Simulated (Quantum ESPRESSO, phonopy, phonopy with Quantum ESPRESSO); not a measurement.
# GaP (F-43m): phonons against volume, part 8 of 8

Wanted: mode Grüneisen parameters of GaP and a free-energy fit over volumes.

Experimental results on record:
- volume expansion coefficient 15.9 1e-6/K, heat capacity C_P per formula unit 44.2 J/mol/K and bulk modulus 88.7 GPa near room temperature (given in “High-Throughput Prediction of Finite-Temperature Properties using the Quasi-Harmonic Approximation”, 2016, arXiv:1603.06924)

Quantum ESPRESSO 7.5; DFT LDA, scalar-relativistic, plane waves, GBRV ultrasoft pseudopotentials.

So far. Step 25 (Self-consistent run, V/V0 1.05): The run ends at a pressure of -4.08 GPa. Step 26 (Born charges and dielectric tensor): The Born charges sum to zero within 0.13 e; the rest is removed before use. Acoustic frequencies in this log differ from zero by the error of the sum rule, which ph.x does not impose.

## (27) Forces on a displaced cell

One atom (for the harmonic constants) or a pair of atoms (for the cubic ones) is moved by a few hundredths of an ångström; the forces on all atoms give a column of force constants. The threshold is tight because the forces are small.

System of this step: GaP. It takes space group Cm (No. 8, monoclinic). Conventional cell: a = 13.409 Å, b = 7.742 Å, c = 7.742 Å, α = 90.00°, β = 125.26°, γ = 90.00°. Nearest to Ga lie 4 P at 2.35 to 2.39 Å. Nearest to Ga lie 4 P at 2.37 Å. Ga has 4 P at 2.37 Å nearest. Nearest to Ga lie 4 P at 2.37 Å. Farther neighbours are not listed.

Contents of disp-00001.in:

```
 &control
    calculation='scf',
    prefix='x',
    outdir='./tmp',
    pseudo_dir='./pseudo',
    tprnfor=.true.,
    disk_io='none',
 /
 &system
    ibrav=0,
    nat=16,
    ntyp=2,
    ecutwfc=45.0,
    ecutrho=270.0,
    occupations='fixed',
    nbnd=98,
 /
 &electrons
    conv_thr=1.0d-11,
    mixing_beta=0.7,
    electron_maxstep=100,
 /
ATOMIC_SPECIES
 Ga     69.7230  Ga.upf
 P      30.9738  P.upf
CELL_PARAMETERS angstrom
     0.000000000    5.474108275    5.474108275
     5.474108275    0.000000000    5.474108275
     5.474108275    5.474108275    0.000000000
ATOMIC_POSITIONS crystal
 Ga     0.002583459   0.000000000   0.000000000
 Ga     0.500000000   0.000000000   0.000000000
 Ga     0.000000000   0.500000000   0.000000000
 Ga     0.500000000   0.500000000   0.000000000
 Ga     0.000000000   0.000000000   0.500000000
 Ga     0.500000000   0.000000000   0.500000000
 Ga     0.000000000   0.500000000   0.500000000
 Ga     0.500000000   0.500000000   0.500000000
 P      0.125000000   0.125000000   0.125000000
 P      0.625000000   0.125000000   0.125000000
 P      0.125000000   0.625000000   0.125000000
 P      0.625000000   0.625000000   0.125000000
 P      0.125000000   0.125000000   0.625000000
 P      0.625000000   0.125000000   0.625000000
 P      0.125000000   0.625000000   0.625000000
 P      0.625000000   0.625000000   0.625000000
K_POINTS automatic
 3 3 3 0 0 0
```

On the command line:

```bash
$ OMP_NUM_THREADS=1 mpirun -n 4 pw.x -nk 4 -in disp-00001.in > disp-00001.out
```

Log:

```text
[banner, memory and clock lines left out]
Program PWSCF v.7.5

     Message from routine setup:
     using ibrav=0 with symmetry is DISCOURAGED, use correct ibrav instead

     G-vector sticks info

     bravais-lattice index     =            0
     lattice parameter (alat)  =      14.6294  a.u.
     unit-cell volume          =    2213.9446 (a.u.)^3
     number of atoms/cell      =           16
     number of atomic types    =            2
     number of electrons       =       192.00
[...]
atom    1 type  1   force =    -0.00020689   -0.00557707   -0.00557707
     atom    2 type  1   force =     0.00000564    0.00075275    0.00075275
     atom    3 type  1   force =     0.00037712   -0.00059323    0.00037427
[...]
atom   15 type  2   force =    -0.00010025   -0.00000003   -0.00000003
     atom   16 type  2   force =     0.00009937    0.00000051    0.00000051

     Total force =     0.009662     Total SCF correction =     0.000010
     Message from routine punch:
     Nothing written, as per user request (disk_io='none')
[key lines of the parts left out:]
!    total energy              =   -3444.73847559 Ry
convergence has been achieved in  16 iterations
```

Wall time 2.6 min (4 MPI ranks of Arm Neoverse V2, shared host).

## (28) Phonons, V/V0 1.05

This step: DFT LDA, scalar-relativistic, plane waves, GBRV ultrasoft pseudopotentials (phonopy with Quantum ESPRESSO 4.10.0 / 7.5).

The job ended after 2.6 min (8 threads; 21 min of CPU time).

Phonopy, LO-TO term from ph.x's tensors. Phonon branches along the path, in cm⁻¹:

| point | branch 1 | branch 2 | branch 3 | branch 4 | branch 5 | branch 6 |
| --- | --- | --- | --- | --- | --- | --- |
| Γ | 0 | 0 | 0 | 346 | 346 | 376 |
| X | 105 | 105 | 241 | 338 | 338 | 347 |
| U | 100 | 152 | 218 | 330 | 338 | 352 |
| jump to K | 100 | 152 | 218 | 330 | 338 | 352 |
| Γ | 0 | 0 | 0 | 346 | 346 | 376 |
| L | 82 | 82 | 224 | 340 | 340 | 350 |
| W | 122 | 153 | 210 | 327 | 340 | 351 |
| X | 105 | 105 | 241 | 338 | 338 | 347 |

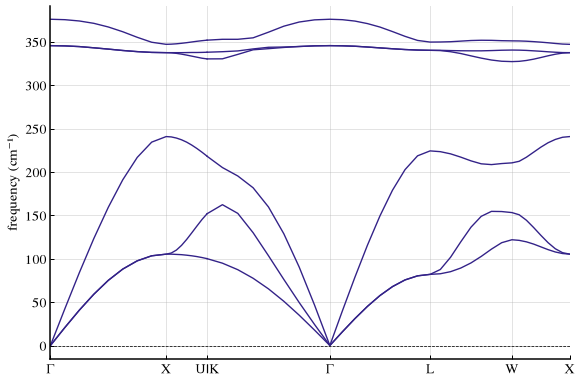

Phonon branches along the path.

No mode is imaginary beyond numerical noise along the path. The highest zone-centre mode (no LO–TO term) moved by -5.8 % for a volume change of +5.0 %.

The time given is that of the 2 pw.x runs on displaced cells behind this step.

## (29) How the modes move with volume

This step: DFT LDA, scalar-relativistic, plane waves, GBRV ultrasoft pseudopotentials (phonopy 4.10.0).

This step gave:

* share of modes with a negative Grüneisen parameter: 0.333

Mean Grüneisen, by row:

| T (K) | heat-capacity-weighted mean | root mean square |
| --- | --- | --- |
| 50 | -0.67 | 0.971 |
| 100 | -0.101 | 1.009 |
| 200 | 0.368 | 1.104 |
| 300 | 0.482 | 1.129 |
| 500 | 0.542 | 1.143 |
| 800 | 0.563 | 1.148 |

Mean mode Grueneisen parameter against wavenumber:

| wavenumber (cm⁻¹) | mean mode Grueneisen parameter |
| --- | --- |
| 7 | - |
| 46 | -0.92 |
| 86 | -0.991 |
| 139 | -0.0499 |
| 178 | 0.966 |
| 218 | 1.01 |
| 258 | - |
| 310 | - |
| 350 | 1.24 |
| 390 | 1.13 |

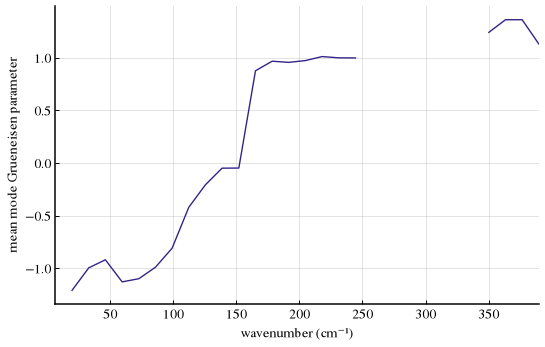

Mean mode Grueneisen parameter against wavenumber.

Volume series, by row:

| V/V0 | V (Å³/atom) | pressure (GPa) | E - E0 (meV/atom) | gap (eV) | zero-point energy (meV/atom) | lowest on the path (cm⁻¹) | highest at Gamma without the LO-TO term (cm⁻¹) |
| --- | --- | --- | --- | --- | --- | --- | --- |
| 0.97 | 18.94 | 2.873 | 6.814 | 1.36 | 48.1 | 0 | 380.7 |
| 0.985 | 19.24 | 1.329 | 2.034 | 1.393 | 47.37 | 0 | 373.7 |
| 1 | 19.53 | -0.095 | 0 | 1.426 | 46.64 | 0 | 366.9 |
| 1.015 | 19.82 | -1.409 | 0.572 | 1.456 | 45.93 | 0 | 360.3 |
| 1.03 | 20.11 | -2.616 | 3.342 | 1.481 | 45.23 | 0 | 353.9 |
| 1.05 | 20.5 | -4.081 | 10.43 | 1.457 | 44.3 | 0 | 345.6 |

The optical frequency at Gamma without the LO-TO term, mode 4 by V/V0:

| V/V0 | optical frequency at Gamma without the LO-TO term, mode 4 (cm⁻¹) |
| --- | --- |
| 0.9700 | 381 |
| 0.9850 | 374 |
| 1.0000 | 367 |
| 1.0150 | 360 |
| 1.0300 | 354 |
| 1.0500 | 346 |

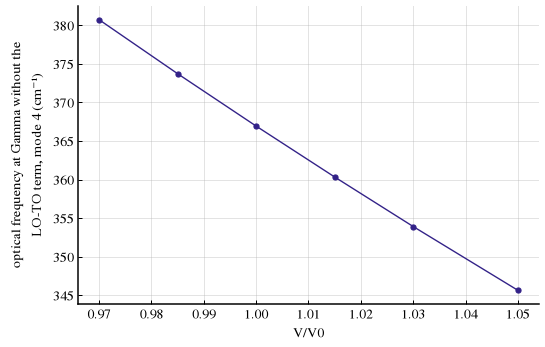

Optical frequency at Gamma without the LO-TO term, mode 4, plotted against V/V0.

Grüneisen at points, by row:

| point | branch | frequency (cm⁻¹) | mode Grüneisen parameter |
| --- | --- | --- | --- |
| Γ | 4 | 366.9 | 1.22 |
| Γ | 6 | 396.5 | 1.07 |
| X | 1 | 100.8 | -1.22 |
| X | 3 | 252.6 | 0.98 |
| X | 4 | 363.4 | 1.5 |
| X | 6 | 368.2 | 1.19 |
| U | 1 | 95.6 | -1.27 |
| U | 2 | 151.1 | -0.24 |
| U | 3 | 230 | 1.08 |
| U | 4 | 351.3 | 1.25 |
| U | 5 | 363.4 | 1.47 |
| U | 6 | 377.8 | 1.45 |
| K | 1 | 95.6 | -1.27 |
| K | 2 | 151.1 | -0.24 |
| K | 3 | 230 | 1.08 |
| K | 4 | 351.3 | 1.25 |
| K | 5 | 363.4 | 1.47 |
| K | 6 | 377.8 | 1.45 |
| L | 1 | 77.7 | -1.37 |
| L | 3 | 234.2 | 0.84 |
| L | 4 | 364.3 | 1.38 |
| L | 6 | 372.4 | 1.3 |
| W | 1 | 120.7 | -0.38 |
| W | 2 | 150.2 | -0.52 |
| W | 3 | 223.3 | 1.19 |
| W | 4 | 347.3 | 1.21 |
| W | 5 | 366.6 | 1.49 |
| W | 6 | 377.3 | 1.46 |

The printed pressures lie 0.48 GPa below −dE/dV of the same runs on average, in a series that spans 7.0 GPa: energy and stress disagree, as they do when the basis is incomplete, so the pressures are not converged.

## (30) Quasi-harmonic fit by phonopy

Numbers from this step:

```
volume expansion coefficient at 300 K : 11.02 1e-6/K
isothermal bulk modulus at 300 K      : 86.56 GPa
C_P at 300 K                          : 21.78 J/mol-atom/K
Grüneisen parameter at 300 K          : 0.521
```

The energy (each curve on its own zero) by volume; values in meV/atom:

| volume (Å³/atom) | static | F at 0 K | F at 300 K | F at 900 K |
| --- | --- | --- | --- | --- |
| 18.942 | 6.81 | 8.65 | 9.03 | 12.1 |
| 19.235 | 2.03 | 3.14 | 3.44 | 5.45 |
| 19.528 | 0 | 0.38 | 0.56 | 1.41 |
| 19.821 | 0.57 | 0.24 | 0.23 | -0.18 |
| 20.114 | 3.34 | 2.31 | 2.07 | 0.3 |
| 20.505 | 10.4 | 8.48 | 7.86 | 4.14 |

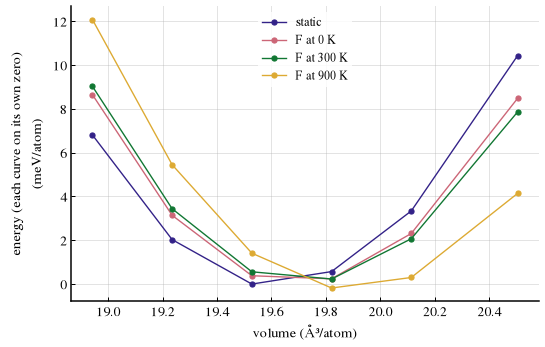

Energy (each curve on its own zero) against volume.

Phonopy-qha, vinet fit of F(V) at each temperature; no electronic free energy. Qha vinet, by row:

| T (K) | fitted volume (Å³/atom) | alpha_V (1e-6/K) | B_T (GPa) | C_P (J/mol-atom/K) | Grueneisen |
| --- | --- | --- | --- | --- | --- |
| 100 | 19.69 | -0.29 | 88.56 | 10.96 | -0.02758 |
| 150 | 19.7 | 4.04 | 88.15 | 15.65 | 0.2696 |
| 200 | 19.7 | 7.36 | 87.66 | 18.7 | 0.4094 |
| 250 | 19.71 | 9.55 | 87.12 | 20.59 | 0.4806 |
| 300 | 19.72 | 11.02 | 86.56 | 21.78 | 0.5214 |
| 350 | 19.73 | 12.05 | 85.98 | 22.57 | 0.5471 |
| 400 | 19.74 | 12.81 | 85.4 | 23.11 | 0.5647 |
| 450 | 19.76 | 13.4 | 84.81 | 23.51 | 0.5776 |
| 500 | 19.77 | 13.88 | 84.22 | 23.8 | 0.5875 |
| 550 | 19.78 | 14.29 | 83.62 | 24.02 | 0.5955 |
| 600 | 19.8 | 14.64 | 83.02 | 24.2 | 0.6022 |
| 650 | 19.81 | 14.96 | 82.42 | 24.34 | 0.608 |
| 700 | 19.83 | 15.25 | 81.82 | 24.46 | 0.6132 |
| 750 | 19.84 | 15.52 | 81.21 | 24.56 | 0.6179 |
| 800 | 19.86 | 15.78 | 80.61 | 24.64 | 0.6223 |
| 850 | 19.88 | 16.03 | 80 | 24.71 | 0.6264 |

Volume expansion coefficient, phonopy-qha, Vinet against temperature:

| temperature (K) | volume expansion coefficient, phonopy-qha, Vinet (1e-6/K) |
| --- | --- |
| 75 | -2.01 |
| 125 | 1.92 |
| 200 | 7.36 |
| 250 | 9.55 |
| 325 | 11.6 |
| 375 | 12.5 |
| 450 | 13.4 |
| 500 | 13.9 |
| 575 | 14.5 |
| 625 | 14.8 |
| 700 | 15.2 |
| 750 | 15.5 |
| 825 | 15.9 |
| 875 | 16.1 |

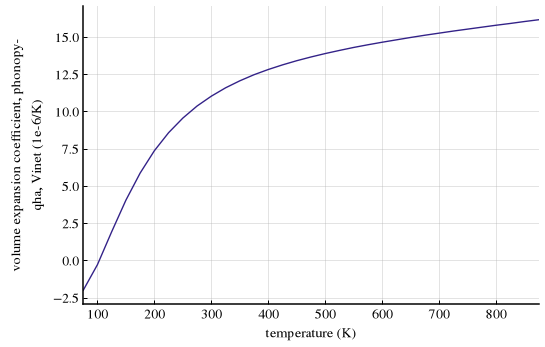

Volume expansion coefficient, phonopy-qha, Vinet against temperature.

The fit gives a volume expansion of 11.0 × 10⁻⁶/K at 300 K.

## (31) What came out

* volume expansion coefficient at 300 K: 11.02 1e-6/K
* isothermal bulk modulus at 300 K: 86.56 GPa
* C_P at 300 K: 21.78 J/mol-atom/K
* Grüneisen parameter at 300 K: 0.521
* mean mode Grüneisen parameter at 300 K: 0.482

Near room temperature GaP expands by 11.0 × 10⁻⁶/K in volume by LDA, with C_P = 21.8 J/(mol K) per mole of atoms and B_T = 86.6 GPa. The q-mesh is coarse, and the expansion can converge slowly with it. C_P at room temperature is 87 % of the classical 3R an atom, so the stiffest modes are still partly frozen out. A measured volume expansion coefficient near room temperature is 15.9 1e-6/K (arXiv:1603.06924); the calculated 11.0 1e-6/K differs by -31 %. A measured bulk modulus near room temperature is 88.7 GPa (arXiv:1603.06924); the calculated 86.6 GPa differs by -2 %. The table does not say whether its value is isothermal or adiabatic. A measured heat capacity per formula unit near room temperature is 44.2 J/mol/K (arXiv:1603.06924); the calculated 43.6 J/mol/K differs by -1 %. The heat-capacity-weighted Grüneisen parameter goes from -0.67 at 50 K to 0.563 at 800 K; 33 % of the modes stiffen on expansion. Weighting γ by the density of states and each mode's heat capacity at 300 K, the lowest third of the frequency range (cuts at 130 and 270 cm⁻¹) pulls the cell inward, while the rest pushes it outward. Among the labelled points γ is largest for branch 4 at X (363 cm⁻¹, 1.5) and most negative for branch 1 at L (77.7 cm⁻¹, -1.4). The supercell is small: only its own wavevectors are exact, and branches between them are interpolated and can be misplaced. The printed pressures lie 0.48 GPa below −dE/dV of the same runs on average, in a series that spans 7.0 GPa: energy and stress disagree, as they do when the basis is incomplete, so the pressures are not converged.

[Logs are printed without paths, hosts, clocks, repeated set-up lines and the standing remarks that a program may print on its own settings, such as how far it seeks lower states.]

[Hosts, paths, dates, database ids (printed as entryN), source tags and the programs' standing remarks are cut or masked in the printed files.]

[A step with changed settings may run another functional than the one named; its input shows which.]

[Of the runs on displaced cells, only some may be shown.]
